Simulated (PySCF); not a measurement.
**Geometry relaxation of C₂H₈MoN₂S₂**

The run: geometry relaxation of C₂H₈MoN₂S₂ (Mo(NH)2(SMe)2). Method and program: PBE0-D3(BJ)/def2-SVP geometry optimisation, gas phase (PySCF 2.14.0).

It belongs to a series of runs on one base structure; here: ligand (both): Cl to SMe.

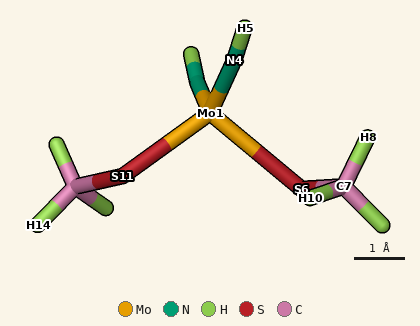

The input geometry (stick view, seen at a tilt; atoms are numbered from 1 in the order of the input). Sticks mark near contacts. Bond lengths as drawn: C–H 0.97 to 1.12 Å, C–S 1.81 to 1.82 Å, H–N 0.93 to 0.98 Å, Mo–N 1.70 to 1.81 Å and Mo–S 2.29 to 2.44 Å.

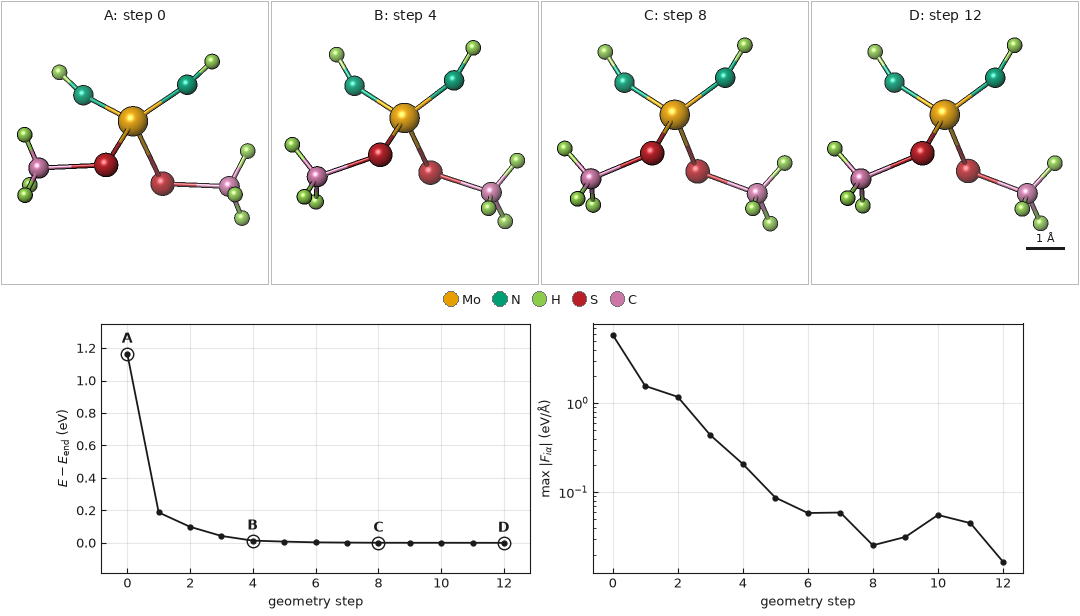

Frames of the relaxation (ball-and-stick view, seen at a tilt) above the curves, on which the letters mark them (steps are counted from 0).

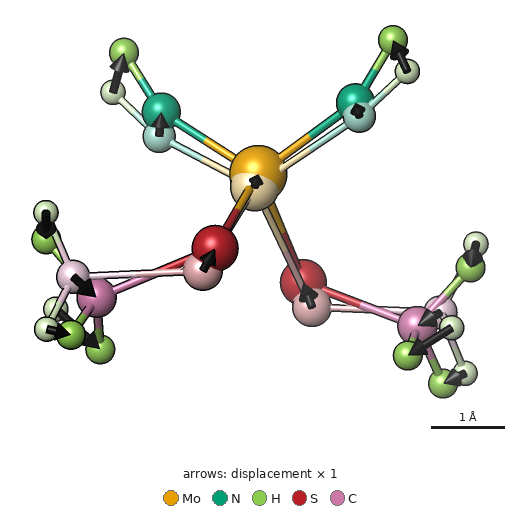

Start (faint) and end (solid) with the displacements as black arrows, at true length (ball-and-stick view, seen at a tilt). The two geometries are laid on each other by the best rigid fit. The energy falls by 1.165 eV in 12 geometry steps. Largest force component: 5.8 eV/Å at the start, 0.017 eV/Å at the end. The atom that moves furthest after the best rigid fit is H15 (0.83 Å). Largest moves by element: H 0.83 Å, C 0.45 Å, S 0.40 Å, N 0.34 Å, Mo 0.21 Å. Among the contacts that change: C12–H13 0.972 → 1.099 Å, Mo1–S6 2.441 → 2.328 Å, N4–H5 0.933 → 1.018 Å, Mo1–N4 1.805 → 1.724 Å. Among the angles that change: Mo1–N4–H5 171.0° → 155.8°, Mo1–N2–H3 165.5° → 155.8°, S6–Mo1–S11 105.9° → 113.3°. (Atoms are counted from 1 in the order of the input.)

These pictures come from the run below.

Input file
```
{"job": {"xc": "PBE0", "basis": "def2-SVP", "d3": "d3bj", "grid": 1, "maxiter": 30, "shake": 0.03, "kind": "geom"}, "charge": 0, "multiplicity": 1}
Mo     0.658560     0.163610     0.207820
N      1.016810     0.219510     1.869100
H      1.443910     0.327060     2.742730
N      1.801930     0.823110    -1.023810
H      2.491770     1.162980    -1.552780
S     -1.356040     1.531100     0.031200
C     -1.229490     2.234700    -1.639380
H     -0.389030     2.968390    -1.683890
H     -2.206510     2.769150    -1.757940
H     -1.124230     1.446580    -2.347960
S      0.032950    -1.952650    -0.386280
C     -0.204530    -2.810290     1.192870
H      0.652440    -2.907430     1.642030
H     -0.698050    -3.776640     0.956010
H     -0.923260    -2.275290     1.794280
```

The first line tells a small driver script what to run in PySCF; the rest is the geometry in Å.

Run as:
```bash
OMP_NUM_THREADS=1 python <driver script> task.json out
```

The program's output
```
step   0  E = -1054.27158640  max force = 0.113710
step   1  E = -1054.30751723  max force = 0.030340
step   2  E = -1054.31076935  max force = 0.022919
step   3  E = -1054.31283935  max force = 0.008529
step   4  E = -1054.31389376  max force = 0.004049
step   5  E = -1054.31411783  max force = 0.001696
step   6  E = -1054.31428833  max force = 0.001138
step   7  E = -1054.31434167  max force = 0.001151
step   8  E = -1054.31437662  max force = 0.000494
step   9  E = -1054.31438550  max force = 0.000613
step  10  E = -1054.31438342  max force = 0.001081
step  11  E = -1054.31438912  max force = 0.000876
step  12  E = -1054.31439573  max force = 0.000324
optimisation converged
```

Trajectory as extended XYZ (Å, eV, eV/Å), 13 frames, from step=0 to step=12
```
15
Properties=species:S:1:pos:R:3:forces:R:3 step=0 energy=-28688.19111
Mo    0.6586    0.1636    0.2078   -0.0226   2.6435  -3.2639
N     1.0168    0.2195    1.8691   -0.4842  -0.6500  -0.6480
H     1.4439    0.3271    2.7427    1.0264   0.4408   1.7662
N     1.8019    0.8231   -1.0238   -5.6720  -3.0921   4.6268
H     2.4918    1.1630   -1.5528    3.9002   1.8886  -2.5390
S    -1.3560    1.5311    0.0312    1.3325  -0.6260   0.4010
C    -1.2295    2.2347   -1.6394   -0.5139   1.4112   1.0595
H    -0.3890    2.9684   -1.6839   -0.4452  -0.4736  -0.0948
H    -2.2065    2.7691   -1.7579    0.6407  -0.2778  -0.2768
H    -1.1242    1.4466   -2.3480    0.1189  -0.6502  -0.9944
S     0.0330   -1.9526   -0.3863    0.3503  -0.3988  -0.3154
C    -0.2045   -2.8103    1.1929   -5.8472  -0.0191  -3.1887
H     0.6524   -2.9074    1.6420    5.3699  -0.7983   2.8939
H    -0.6980   -3.7766    0.9560    0.5003   0.1596   0.0821
H    -0.9233   -2.2753    1.7943   -0.2540   0.4421   0.4915
15
Properties=species:S:1:pos:R:3:forces:R:3 step=1 energy=-28689.16884
Mo    0.6130    0.2316    0.1923   -1.5110  -0.5016   1.5602
N     1.0761    0.2397    1.8632   -0.0545  -0.1595  -0.0377
H     1.6002    0.3693    2.7272    0.1437   0.1111  -0.1609
N     1.7238    0.8192   -0.9382    1.1136   0.5247  -1.3510
H     2.5316    1.1862   -1.4326    0.1654   0.0477   0.1271
S    -1.2776    1.5833    0.0741    0.1002   0.2356  -0.0390
C    -1.2481    2.2168   -1.6399   -0.1778  -0.0115   0.2032
H    -0.3972    2.8949   -1.7747    0.0778  -0.0277  -0.0228
H    -2.1807    2.7828   -1.7737   -0.0084  -0.0285  -0.0641
H    -1.2079    1.3993   -2.3682    0.0108  -0.0135  -0.0657
S     0.0600   -1.9408   -0.4053    0.2207  -0.2981  -0.1100
C    -0.2695   -2.8238    1.1603   -0.5014   0.1793  -0.3080
H     0.6577   -2.9220    1.7246    0.1531  -0.0596   0.1854
H    -0.6750   -3.8090    0.8904    0.1526  -0.0593  -0.0160
H    -1.0391   -2.3036    1.7446    0.1152   0.0609   0.0992
15
Properties=species:S:1:pos:R:3:forces:R:3 step=2 energy=-28689.25733
Mo    0.6188    0.2530    0.2188    1.1785   0.3114  -0.3582
N     1.1355    0.2384    1.8726   -0.2594  -0.0155  -0.2083
H     1.7304    0.3873    2.6903    0.0063   0.0069  -0.2205
N     1.8074    0.8457   -0.9210   -0.7579  -0.3503   0.3906
H     2.6649    1.2102   -1.3496   -0.2335  -0.1283   0.3237
S    -1.2368    1.6479    0.1203   -0.0429   0.1766   0.0348
C    -1.2993    2.1753   -1.6264   -0.0018  -0.1855   0.0126
H    -0.4324    2.8050   -1.8556    0.0864   0.0173  -0.0212
H    -2.2174    2.7612   -1.7570   -0.0710   0.0210   0.0222
H    -1.3256    1.3143   -2.3108    0.0136   0.0513   0.0592
S     0.1306   -1.9396   -0.4183    0.1248  -0.0091   0.0018
C    -0.3331   -2.8028    1.1220    0.1259   0.1544   0.0969
H     0.5505   -2.8855    1.7827   -0.2561   0.0206  -0.1430
H    -0.6771   -3.8044    0.8328    0.0159  -0.0430   0.0030
H    -1.1490   -2.2821    1.6431    0.0712  -0.0278   0.0065
15
Properties=species:S:1:pos:R:3:forces:R:3 step=3 energy=-28689.31366
Mo    0.6539    0.2648    0.2283    0.2655   0.0278  -0.4386
N     1.1841    0.2396    1.8642   -0.0229   0.0499   0.2776
H     1.8194    0.3987    2.6454    0.0323  -0.0147  -0.0675
N     1.8321    0.8505   -0.8953   -0.1824  -0.0839  -0.0022
H     2.7103    1.2161   -1.2683   -0.1222  -0.0595   0.1610
S    -1.1899    1.6875    0.1620   -0.0356   0.0788   0.1261
C    -1.3228    2.1200   -1.6023    0.0516  -0.0980  -0.0467
H    -0.4497    2.7127   -1.9062   -0.0060   0.0087  -0.0214
H    -2.2373    2.7161   -1.7258   -0.0019   0.0126   0.0171
H    -1.3950    1.2235   -2.2342    0.0000   0.0232   0.0251
S     0.2008   -1.9265   -0.4358    0.0678   0.0031  -0.0388
C    -0.3769   -2.7568    1.0796    0.1627   0.0546   0.1372
H     0.4504   -2.8255    1.8081   -0.1594   0.0227  -0.1305
H    -0.6886   -3.7691    0.7882   -0.0360   0.0015   0.0164
H    -1.2237   -2.2278    1.5361   -0.0134  -0.0269  -0.0148
15
Properties=species:S:1:pos:R:3:forces:R:3 step=4 energy=-28689.34235
Mo    0.7216    0.2803    0.2380   -0.1840  -0.1282   0.2082
N     1.2774    0.2569    1.8709   -0.0324   0.0553  -0.0395
H     1.9601    0.4260    2.6066    0.0336  -0.0208   0.0427
N     1.8816    0.8695   -0.8810    0.1718   0.0615  -0.2009
H     2.7765    1.2443   -1.1865    0.0431   0.0304  -0.0277
S    -1.1115    1.7239    0.2304   -0.0040  -0.0297   0.1006
C    -1.3484    2.0106   -1.5515    0.0334  -0.0163  -0.0678
H    -0.4885    2.5560   -1.9653   -0.0302   0.0140   0.0026
H    -2.2613    2.6118   -1.6665    0.0197   0.0128  -0.0045
H    -1.4751    1.0664   -2.0980   -0.0118  -0.0120   0.0049
S     0.3025   -1.9062   -0.4580   -0.0094   0.0259  -0.0650
C    -0.4558   -2.6739    1.0070    0.0870  -0.0232   0.1162
H     0.2732   -2.7199    1.8296   -0.0202   0.0125  -0.0406
H    -0.7412   -3.6967    0.7236   -0.0444   0.0182   0.0023
H    -1.3438   -2.1252    1.3447   -0.0520  -0.0003  -0.0315
15
Properties=species:S:1:pos:R:3:forces:R:3 step=5 energy=-28689.34845
Mo    0.7493    0.2818    0.2414   -0.0872  -0.0269   0.0209
N     1.3088    0.2593    1.8716    0.0425   0.0346   0.0225
H     1.9975    0.4240    2.6033    0.0039  -0.0197   0.0348
N     1.9024    0.8783   -0.8877    0.0639  -0.0010  -0.0559
H     2.7953    1.2613   -1.1892    0.0361   0.0243  -0.0304
S    -1.0878    1.7167    0.2550   -0.0143  -0.0263   0.0396
C    -1.3498    1.9699   -1.5307    0.0048  -0.0004  -0.0374
H    -0.5000    2.5122   -1.9678   -0.0079   0.0059   0.0078
H    -2.2657    2.5667   -1.6443    0.0090   0.0068  -0.0014
H    -1.4817    1.0148   -2.0568   -0.0053  -0.0087   0.0052
S     0.3222   -1.8979   -0.4657   -0.0231   0.0103  -0.0452
C    -0.4847   -2.6403    0.9875    0.0142  -0.0163   0.0600
H     0.2173   -2.6802    1.8318    0.0020   0.0045  -0.0042
H    -0.7755   -3.6631    0.7096   -0.0169   0.0074   0.0010
H    -1.3802   -2.0798    1.2860   -0.0218   0.0055  -0.0174
15
Properties=species:S:1:pos:R:3:forces:R:3 step=6 energy=-28689.35309
Mo    0.7824    0.2815    0.2409    0.0501   0.0525  -0.0147
N     1.3478    0.2548    1.8706    0.0346   0.0066  -0.0355
H     2.0337    0.4054    2.6090   -0.0161  -0.0114   0.0015
N     1.9294    0.8814   -0.8994   -0.0429  -0.0402   0.0546
H     2.8180    1.2724   -1.2066    0.0077   0.0001  -0.0111
S    -1.0661    1.7000    0.2772   -0.0010  -0.0211  -0.0192
C    -1.3493    1.9307   -1.5111   -0.0141   0.0146   0.0087
H    -0.5106    2.4781   -1.9623    0.0095  -0.0060   0.0011
H    -2.2710    2.5190   -1.6224    0.0014  -0.0024   0.0036
H    -1.4781    0.9672   -2.0227    0.0025  -0.0015  -0.0002
S     0.3254   -1.8877   -0.4763   -0.0208   0.0025   0.0025
C    -0.5191   -2.6000    0.9737   -0.0585   0.0021  -0.0334
H     0.1636   -2.6348    1.8321    0.0180  -0.0009   0.0305
H    -0.8229   -3.6212    0.7039    0.0158  -0.0040   0.0034
H    -1.4158   -2.0229    1.2373    0.0139   0.0092   0.0082
15
Properties=species:S:1:pos:R:3:forces:R:3 step=7 energy=-28689.35454
Mo    0.7977    0.2817    0.2396    0.0592   0.0282  -0.0325
N     1.3687    0.2497    1.8668    0.0234   0.0027  -0.0099
H     2.0520    0.3906    2.6094   -0.0107  -0.0075  -0.0073
N     1.9431    0.8769   -0.9055   -0.0406  -0.0198   0.0430
H     2.8307    1.2679   -1.2170   -0.0058  -0.0133  -0.0007
S    -1.0542    1.6930    0.2844   -0.0083  -0.0007  -0.0249
C    -1.3476    1.9158   -1.5038   -0.0088   0.0102   0.0182
H    -0.5131    2.4648   -1.9606    0.0104  -0.0060  -0.0036
H    -2.2720    2.5000   -1.6131   -0.0018  -0.0013   0.0039
H    -1.4746    0.9492   -2.0103    0.0032   0.0008  -0.0012
S     0.3180   -1.8813   -0.4797   -0.0146   0.0021   0.0162
C    -0.5392   -2.5791    0.9709   -0.0460   0.0048  -0.0459
H     0.1386   -2.6115    1.8335    0.0110  -0.0020   0.0262
H    -0.8471   -3.6003    0.7059    0.0144  -0.0044   0.0063
H    -1.4336   -1.9936    1.2236    0.0149   0.0062   0.0123
15
Properties=species:S:1:pos:R:3:forces:R:3 step=8 energy=-28689.35549
Mo    0.8118    0.2811    0.2372    0.0144  -0.0070  -0.0095
N     1.3905    0.2441    1.8613   -0.0037   0.0026   0.0040
H     2.0717    0.3743    2.6074    0.0046  -0.0035  -0.0087
N     1.9558    0.8647   -0.9140   -0.0131   0.0118   0.0018
H     2.8442    1.2496   -1.2310   -0.0083  -0.0194   0.0040
S    -1.0406    1.6924    0.2872    0.0053   0.0081  -0.0144
C    -1.3433    1.9074   -1.5002    0.0029   0.0014   0.0143
H    -0.5108    2.4541   -1.9634    0.0039  -0.0028  -0.0055
H    -2.2688    2.4902   -1.6075   -0.0007   0.0010   0.0011
H    -1.4712    0.9380   -2.0012    0.0001   0.0016  -0.0019
S     0.3027   -1.8756   -0.4791   -0.0039   0.0046   0.0192
C    -0.5625   -2.5594    0.9735   -0.0036   0.0024  -0.0254
H     0.1133   -2.5892    1.8387   -0.0024  -0.0010   0.0071
H    -0.8723   -3.5816    0.7147    0.0012  -0.0009   0.0061
H    -1.4533   -1.9663    1.2202    0.0033   0.0014   0.0078
15
Properties=species:S:1:pos:R:3:forces:R:3 step=9 energy=-28689.35573
Mo    0.8172    0.2806    0.2357   -0.0118  -0.0315   0.0067
N     1.4022    0.2420    1.8573   -0.0182   0.0056   0.0140
H     2.0845    0.3658    2.6031    0.0135  -0.0029  -0.0060
N     1.9611    0.8509   -0.9211    0.0075   0.0273  -0.0230
H     2.8524    1.2258   -1.2418   -0.0036  -0.0169   0.0017
S    -1.0283    1.7004    0.2854    0.0064   0.0160  -0.0023
C    -1.3368    1.9073   -1.5015    0.0080  -0.0042   0.0027
H    -0.5030    2.4464   -1.9715   -0.0004   0.0002  -0.0037
H    -2.2599    2.4939   -1.6083    0.0012   0.0026  -0.0010
H    -1.4712    0.9357   -1.9965   -0.0022   0.0010  -0.0006
S     0.2876   -1.8725   -0.4744    0.0019   0.0034   0.0110
C    -0.5790   -2.5494    0.9801    0.0244  -0.0015   0.0037
H     0.0968   -2.5773    1.8460   -0.0105   0.0005  -0.0087
H    -0.8887   -3.5727    0.7257   -0.0097   0.0025   0.0037
H    -1.4678   -1.9531    1.2259   -0.0065  -0.0022   0.0016
15
Properties=species:S:1:pos:R:3:forces:R:3 step=10 energy=-28689.35567
Mo    0.8238    0.2788    0.2330   -0.0544  -0.0489   0.0240
N     1.4200    0.2396    1.8503   -0.0349   0.0104   0.0228
H     2.1076    0.3510    2.5928    0.0233  -0.0026  -0.0001
N     1.9692    0.8168   -0.9365    0.0353   0.0382  -0.0452
H     2.8681    1.1652   -1.2647    0.0049  -0.0074  -0.0050
S    -0.9984    1.7285    0.2767    0.0162   0.0165   0.0172
C    -1.3183    1.9132   -1.5097    0.0121  -0.0126  -0.0179
H    -0.4786    2.4278   -1.9966   -0.0058   0.0045   0.0007
H    -2.2317    2.5145   -1.6179    0.0040   0.0044  -0.0035
H    -1.4748    0.9364   -1.9880   -0.0051  -0.0001   0.0023
S     0.2519   -1.8679   -0.4599    0.0127   0.0009  -0.0079
C    -0.6133   -2.5327    0.9997    0.0556  -0.0075   0.0525
H     0.0643   -2.5575    1.8653   -0.0202   0.0030  -0.0302
H    -0.9237   -3.5578    0.7537   -0.0241   0.0072  -0.0016
H    -1.4987   -1.9320    1.2458   -0.0196  -0.0061  -0.0081
15
Properties=species:S:1:pos:R:3:forces:R:3 step=11 energy=-28689.35583
Mo    0.8215    0.2783    0.2334   -0.0397  -0.0334   0.0174
N     1.4173    0.2416    1.8510   -0.0260   0.0094   0.0151
H     2.1078    0.3529    2.5909    0.0171  -0.0030   0.0001
N     1.9680    0.8115   -0.9378    0.0263   0.0225  -0.0269
H     2.8687    1.1543   -1.2666    0.0066  -0.0024  -0.0075
S    -0.9927    1.7378    0.2732    0.0125   0.0110   0.0152
C    -1.3135    1.9168   -1.5136    0.0071  -0.0094  -0.0171
H    -0.4714    2.4242   -2.0040   -0.0035   0.0034   0.0014
H    -2.2231    2.5236   -1.6231    0.0046   0.0033  -0.0029
H    -1.4773    0.9391   -1.9875   -0.0037  -0.0003   0.0020
S     0.2482   -1.8694   -0.4552    0.0068  -0.0005  -0.0103
C    -0.6166   -2.5343    1.0044    0.0386  -0.0058   0.0450
H     0.0606   -2.5589    1.8700   -0.0136   0.0026  -0.0219
H    -0.9277   -3.5593    0.7585   -0.0185   0.0064  -0.0024
H    -1.5027   -1.9344    1.2504   -0.0147  -0.0036  -0.0073
15
Properties=species:S:1:pos:R:3:forces:R:3 step=12 energy=-28689.35601
Mo    0.8186    0.2768    0.2338   -0.0041  -0.0028  -0.0056
N     1.4122    0.2430    1.8525   -0.0102   0.0030   0.0060
H     2.1056    0.3542    2.5901    0.0062  -0.0019  -0.0028
N     1.9668    0.8076   -0.9382    0.0029  -0.0016   0.0072
H     2.8684    1.1469   -1.2684    0.0017  -0.0008  -0.0052
S    -0.9877    1.7455    0.2703    0.0072   0.0043   0.0030
C    -1.3078    1.9203   -1.5176    0.0008  -0.0043  -0.0066
H    -0.4632    2.4215   -2.0097    0.0016   0.0005   0.0004
H    -2.2137    2.5323   -1.6288    0.0029   0.0018  -0.0013
H    -1.4781    0.9420   -1.9879   -0.0011  -0.0002   0.0006
S     0.2457   -1.8722   -0.4515    0.0000  -0.0006  -0.0064
C    -0.6190   -2.5362    1.0090    0.0071  -0.0012   0.0166
H     0.0578   -2.5604    1.8739   -0.0028   0.0008  -0.0033
H    -0.9323   -3.5606    0.7631   -0.0080   0.0033  -0.0006
H    -1.5060   -1.9366    1.2535   -0.0042  -0.0005  -0.0022
```

Key numbers

```tsv
quantity	value
outcome	converged
total energy	−1054.314396 hartree
dipole moment	1.01 D
point group	C1
hardware	1 CPU thread, shared host
wall time	3.8 min
peak memory	0.66 GiB
```

Remarks

The run takes a singlet; with an open-shell metal another spin state may lie lower.
